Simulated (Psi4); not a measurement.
# UCCSD/aug-cc-pVTZ run of SiCl (SMILES [Si]Cl)

Aim: the energy change on altering one bond length of SiCl at UCCSD/aug-cc-pVTZ, from 2 runs. 

Program for the calculation: Psi4 1.11.

4 further runs of the same task are left out: 2 that didn't finish, 2 set aside as unsound or not needed.

**1. The system as given**

SiCl has 2 atoms, charge 0, and is taken as a doublet. SMILES: `[Si]Cl`. Geometry: relaxed at PBE0-D4/def2-TZVP.

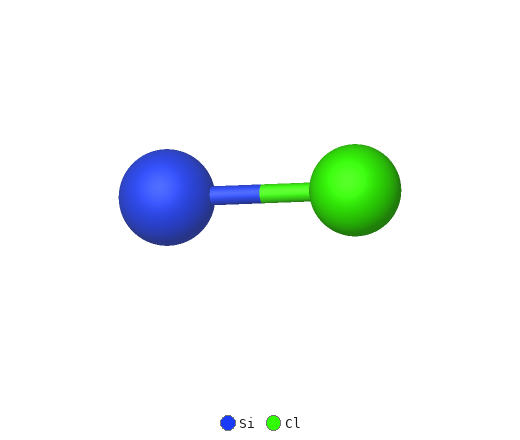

Viewed from a chosen angle; silicon blue, chlorine green.

**2. The energy at UCCSD/aug-cc-pVTZ**

File job.json:

```json
{
  "schema_name": "qcschema_input",
  "schema_version": 1,
  "molecule": {
    "schema_name": "qcschema_molecule",
    "schema_version": 2,
    "symbols": ["Si", "Cl"],
    "geometry": [1.66637939, -0.55493697, 0.85438298, -1.66637939, 0.55493697, -0.85438298],
    "molecular_charge": 0,
    "molecular_multiplicity": 2,
    "fix_symmetry": "c1"
  },
  "driver": "energy",
  "model": {
    "method": "ccsd",
    "basis": "aug-cc-pVTZ"
  },
  "keywords": {
    "reference": "uhf",
    "puream": true,
    "e_convergence": 1e-09,
    "d_convergence": 1e-08,
    "scf_type": "pk",
    "num_frozen_docc": 10,
    "maxiter": 100
  }
}
```

Run with:

```console
$ psi4 --qcschema job.json -n 1 --memory 2200MB
```

stdout:

```text
[...]
  Running in c1 symmetry.
[...]
  Nuclear repulsion =   60.927614098545583
[...]
  Multiplicity = 2
[...]
  Nalpha       = 16
  Nbeta        = 15
[...]
    Number of basis functions: 100
[...]
   @UHF iter   1:  -748.43559497143303   -5.36223e-01   1.66688e-03 ADIIS/DIIS
[...]
   @UHF iter  13:  -748.45408131940530   -9.66338e-12   5.34916e-09 DIIS
[...]
   @S^2 Observed:                7.754496364E-01
[...]
    Orbital Energies [Eh]
    ---------------------
    Alpha Occupied:
       1A   -104.839741     2A    -68.844883     3A    -10.565830
       4A     -8.032241     5A     -8.031864     6A     -8.030880
       7A     -6.187412     8A     -4.296978     9A     -4.286298
      10A     -4.285564    11A     -1.106492    12A     -0.657451
      13A     -0.503109    14A     -0.485023    15A     -0.448120
      16A     -0.290121
    Alpha Virtual:
      17A     -0.001664    18A      0.046404    19A      0.060955
      20A      0.065356    21A      0.074297    22A      0.112298
      23A      0.135426    24A      0.137723    25A      0.139910
[...]
  @UHF Final Energy:  -748.45408131940530
   => Energetics <=
    Nuclear Repulsion Energy =             60.9276140985455825
    One-Electron Energy =               -1157.4311696229401605
    Two-Electron Energy =                 348.0494742049892807
    Total Energy =                       -748.4540813194053044
  UHF NO Occupations:
  HONO-2 :   14  A 1.9994954
  HONO-1 :   15  A 1.9878937
[...]
 Multipole Moments:
 ------------------------------------------------------------------------------------
     Multipole            Electronic (a.u.)      Nuclear  (a.u.)        Total (a.u.)
 ------------------------------------------------------------------------------------
 L = 1.  Multiply by 2.5417464519 to convert [e a0] to [Debye]
 Dipole X            :         -0.0000000            0.0000000           -0.0000000
 Dipole Y            :          0.0000000            0.0000000            0.0000000
 Dipole Z            :         -0.4675649            0.8660898            0.3985249
 Magnitude           :                                                    0.3985249
[...]
      * MP2 total energy                      = -748.720693408756006
[...]
      * CCSD total energy                     = -748.750106013451955
[...]
```

The result, in JSON:

```text
{
 "driver": "energy",
 "model": {
  "method": "ccsd",
  "basis": "aug-cc-pVTZ"
 },
 "success": true,
 "return_result": -748.750106013452,
 "properties": {
  "calcinfo_nbasis": 100,
  "calcinfo_nmo": 100,
  "calcinfo_nalpha": 16,
  "calcinfo_nbeta": 15,
  "calcinfo_natom": 2,
  "nuclear_repulsion_energy": 60.92761409854558,
  "return_energy": -748.750106013452,
  "scf_one_electron_energy": -1157.4311696229402,
  "scf_two_electron_energy": 348.0494742049893,
  "scf_dipole_moment": [-1.215146183880952e-16, 8.51431049371987e-15, 0.39852491563782766],
  "scf_total_energy": -748.4540813194053,
  "scf_iterations": 13,
  "mp2_same_spin_correlation_energy": -0.06333474036634139,
  "mp2_opposite_spin_correlation_energy": -0.20327734898334981,
  "mp2_singles_energy": -3.498725659821945e-26,
  "mp2_doubles_energy": -0.2666120893496912,
  "mp2_correlation_energy": -0.2666120893496912,
  "mp2_total_energy": -748.720693408756,
  "ccsd_same_spin_correlation_energy": -0.060899848281564375,
  "ccsd_opposite_spin_correlation_energy": -0.23512484576410028,
  "ccsd_singles_energy": 1.4173839167778976e-16,
  "ccsd_doubles_energy": -0.29602469404566467,
  "ccsd_correlation_energy": -0.2960246940456645,
  "ccsd_total_energy": -748.750106013452,
  "ccsd_iterations": 17
 }
}
```

Run time: 84 s. Hardware: 1 thread of Intel Xeon at 2.70GHz, shared host; peak memory 1 GiB.

**3. The distorted shape at the same level**

File clsi.in:

```
memory 2200 MB

molecule geom {
  0 2
  Si     2.292705    -0.763516     1.175512
  Cl    -0.881810     0.293660    -0.452120
  units angstrom
  symmetry c1
}

set basis aug-cc-pVTZ
set reference uhf
set puream true
set e_convergence 1e-09
set d_convergence 1e-08
set scf_type pk
set num_frozen_docc 10
set maxiter 100

energy_value, wavefunction = energy('ccsd', return_wfn=True)
```

Run with:

```console
$ psi4 clsi.in clsi.out -n 1
```

clsi.out:

```text
[...]
  Running in c1 symmetry.
[...]
  Nuclear repulsion =   33.848682203176132
[...]
  Multiplicity = 2
[...]
  Nalpha       = 16
  Nbeta        = 15
[...]
    Number of basis functions: 100
[...]
   @UHF iter   1:  -748.22302296130056   -8.66996e-01   3.24921e-03 ADIIS/DIIS
[...]
   @UHF iter  18:  -748.31809239665176   -3.86535e-12   5.74618e-09 DIIS
[...]
   @S^2 Observed:                7.733695581E-01
[...]
    Orbital Energies [Eh]
    ---------------------
    Alpha Occupied:
       1A   -104.706183     2A    -68.992767     3A    -10.428586
       4A     -7.895816     5A     -7.893965     6A     -7.893917
       7A     -6.330206     8A     -4.439415     9A     -4.426681
      10A     -4.425667    11A     -0.925139    12A     -0.704932
      13A     -0.419723    14A     -0.337701    15A     -0.337380
      16A     -0.334358
    Alpha Virtual:
      17A     -0.095965    18A     -0.081176    19A      0.025325
      20A      0.043615    21A      0.047915    22A      0.065121
      23A      0.105383    24A      0.105840    25A      0.123964
[...]
  @UHF Final Energy:  -748.31809239665176
   => Energetics <=
    Nuclear Repulsion Energy =             33.8486822031761321
    One-Electron Energy =               -1103.9305079630989894
    Two-Electron Energy =                 321.7637333632710011
    Total Energy =                       -748.3180923966517639
  UHF NO Occupations:
  HONO-2 :   14  A 1.9980048
  HONO-1 :   15  A 1.9903034
[...]
 Multipole Moments:
 ------------------------------------------------------------------------------------
     Multipole            Electronic (a.u.)      Nuclear  (a.u.)        Total (a.u.)
 ------------------------------------------------------------------------------------
 L = 1.  Multiply by 2.5417464519 to convert [e a0] to [Debye]
 Dipole X            :          0.0000000            0.0000000            0.0000000
 Dipole Y            :          0.0000000           -0.0000000            0.0000000
 Dipole Z            :          3.3469826            1.5589613            4.9059440
 Magnitude           :                                                    4.9059440
[...]
      * MP2 total energy                      = -748.578902863161261
[...]
      * CCSD total energy                     = -748.612246736486668
[...]
```

Run time: 2.2 min. Hardware: 1 thread of Intel Xeon at 2.70GHz, shared host; peak memory 1 GiB.

**4. Results**

Level: UCCSD/aug-cc-pVTZ, 10 core orbitals frozen.

| quantity | value |
| --- | --- |
| first shape: total energy | -748.75011 Eh |
| first shape: HOMO energy (Hartree–Fock orbitals) (highest over α and β) | -7.89 eV |
| first shape: LUMO energy (Hartree–Fock orbitals) (lowest over α and β) | -0.05 eV |
| first shape: correlation energy (10 core orbitals frozen) | -296.0 mEh |
| first shape: ⟨S²⟩ of the reference determinant | 0.775 |
| first shape: T1 diagnostic | 0.026 |
| distorted shape: total energy | -748.61225 Eh |
| distorted shape: HOMO energy (Hartree–Fock orbitals) (highest over α and β) | -8.69 eV |
| distorted shape: LUMO energy (Hartree–Fock orbitals) (lowest over α and β) | -2.61 eV |
| distorted shape: correlation energy (10 core orbitals frozen) | -294.2 mEh |
| distorted shape: ⟨S²⟩ of the reference determinant | 0.773 |
| distorted shape: T1 diagnostic | 0.091 |
| energy change with the Si1–Cl2 bond stretched from 2.067 to 3.721 Å | 3.751 eV |

With the Si1–Cl2 bond stretched from 2.067 to 3.721 Å the energy rises by 3.75 eV (362 kJ/mol). The first shape isn't relaxed at this level, so the change isn't measured from a minimum. The T1 diagnostic (distorted shape) of 0.091 is above the customary mark for such species, so a single reference may not serve.
